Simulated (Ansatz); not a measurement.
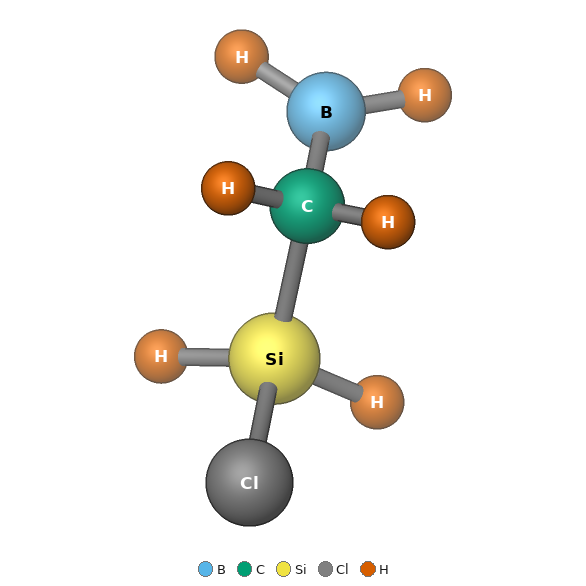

Orthographic view. Atoms fade into the background with distance from the viewer. Computed geometry: PBE0-D4/def2-TZVP optimisation.

**Give the standard InChI.**

InChI=1S/CH6BClSi/c2-1-4-3/h1-2,4H2
